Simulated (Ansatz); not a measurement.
# H2S (SMILES S): BCCD(T)/3-21G

Aim: the energy change on altering one bond length of H2S at BCCD(T)/3-21G, from 2 runs. 

The calculation is run with Ansatz 0.2.0.

56 further runs of the same task are left out: 2 that didn't finish, 54 set aside as unsound or not needed.

### Step 1. The structure to begin with

H2S has 3 atoms, charge 0, and is taken as a singlet. SMILES: `S`. The shape is that of a PBE0-D4/def2-TZVP optimisation.

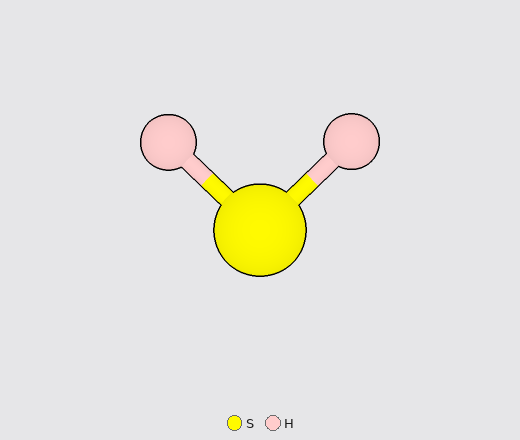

Viewed from a chosen angle; sulfur yellow, hydrogen pink.

### Step 2. The energy at BCCD(T)/3-21G

Input file molecule.yaml:

```yaml
crystal:
  periodic: [false, false, false]
  atoms:
    - {symbol: S, position_ang: [0.495500, -0.280600, 0.243900]}
    - {symbol: H, position_ang: [0.097900, 0.997700, 0.162400]}
    - {symbol: H, position_ang: [-0.593400, -0.717100, -0.406300]}
basis:
  gaussian: {orbitals: 3-21G.json}
correlation: {method: bccd_t, frozen_orbitals: {H: 0, S: 5}}
accuracy: high
scf: {omitted_lower_state_checks: [cluster_reference, increment]}
```

The basis set 3-21G is read from a file made from the Basis Set Exchange's data (not shown).

Launch:

```bash
$ ansatz run molecule.yaml --threads 1 --pin off --max-ram 2610MiB --events-out events.jsonl --progress --plain --runs-dir runs
```

Standard output (excerpt; [...] marks lines left out):

```text
Warning: RAYON_NUM_THREADS=1 ignored (pool sized by the plan → 1); use --threads N
Functional definition: HF
  name "HF"
[...]
315 factors; integrals over basis functions are off by at most 4.1e-9 eV
[...]
mean field -10794.86969200 eV, -396.7041441556 hartree, gradient 8.5e-9 eV, S^2 0.000000; 0 other end points of the search recorded, 0 dependent functions left out
5 core orbitals not correlated: weight in the atoms' cores, before any rotation towards them, 1.000 or more for the frozen orbitals, at most 0.000 for the correlated occupied ones
reference -10794.86969200 eV, -396.7041441556 hartree; 4, 4 occupied and 8, 8 virtual orbitals, 315 factors
second order -1.67457780 eV of doubles, -0.00000000 eV of singles
cycle   1  -1.97104070 eV  change   -3.0e-1 eV  update   4.0e-2
[...]
cycle  19  -2.09632884 eV  change  -1.2e-10 eV  update  6.9e-11
perturbative correction -0.01559227 eV, -0.0005730055 hartree
Total energy: -10796.98161312 eV, -396.7817558251 hartree
Checks for a lower state left out: cluster_reference, increment
```

Run time: 0.26 s. Hardware: 1 thread of Arm Neoverse V1, shared host.

### Step 3. The distorted shape, same level

Input file job.yaml:

```yaml
crystal:
  periodic: [false, false, false]
  atoms:
    - {symbol: S, position_ang: [0.767739, -0.171469, 0.406458]}
    - {symbol: H, position_ang: [0.370139, 1.106831, 0.324958]}
    - {symbol: H, position_ang: [-0.593400, -0.717100, -0.406300]}
basis:
  gaussian: {orbitals: 3-21G.json}
accuracy: high
scf: {omitted_lower_state_checks: [cluster_reference, increment]}
correlation: {method: bccd_t, frozen_orbitals: {H: 0, S: 5}}
```

The basis set 3-21G is read from a file made from the Basis Set Exchange's data (not shown).

Launch:

```bash
$ ansatz run job.yaml --threads 1 --pin off --max-ram 2610MiB --events-out events.jsonl --progress --plain --runs-dir runs
```

Standard output (excerpt; [...] marks lines left out):

```text
Warning: RAYON_NUM_THREADS=1 ignored (pool sized by the plan → 1); use --threads N
Functional definition: HF
  name "HF"
[...]
314 factors; integrals over basis functions are off by at most 3.6e-9 eV
[...]
mean field -10794.09287536 eV, -396.6755966704 hartree, gradient 8.1e-9 eV, S^2 0.000000; 0 other end points of the search recorded, 0 dependent functions left out
5 core orbitals not correlated: weight in the atoms' cores, before any rotation towards them, 1.000 or more for the frozen orbitals, at most 0.000 for the correlated occupied ones
reference -10794.09287536 eV, -396.6755966704 hartree; 4, 4 occupied and 8, 8 virtual orbitals, 314 factors
second order -1.83124517 eV of doubles, -0.00000000 eV of singles
cycle   1  -2.17132657 eV  change   -3.4e-1 eV  update   5.3e-2
[...]
cycle  18  -2.35946740 eV  change   3.4e-10 eV  update  5.8e-10
perturbative correction -0.02252231 eV, -0.0008276798 hartree
Total energy: -10796.47486507 eV, -396.7631331777 hartree
Checks for a lower state left out: cluster_reference, increment
```

Wall time 0.26 s (1 thread of Arm Neoverse V1, shared host).

### Step 4. What came out

Level: BCCD(T)/3-21G, 5 core orbitals frozen.

| quantity | value |
| --- | --- |
| first shape: total energy | -396.78176 Eh |
| first shape: correlation energy (5 core orbitals frozen) | -77.6 mEh |
| first shape: (T) correction | -0.57 mEh |
| distorted shape: total energy | -396.76313 Eh |
| distorted shape: correlation energy (5 core orbitals frozen) | -87.5 mEh |
| distorted shape: (T) correction | -0.83 mEh |
| energy change with the S1–H3 bond stretched from 1.341 to 1.677 Å | 0.507 eV |

**Reading.** With the S1–H3 bond stretched from 1.341 to 1.677 Å the energy rises by 0.51 eV (11.7 kcal/mol). The first shape isn't relaxed at this level, so the change isn't measured from a minimum. The triples (first shape) make up 0.7 % of the correlation energy. The triples (distorted shape) make up 0.9 % of the correlation energy.
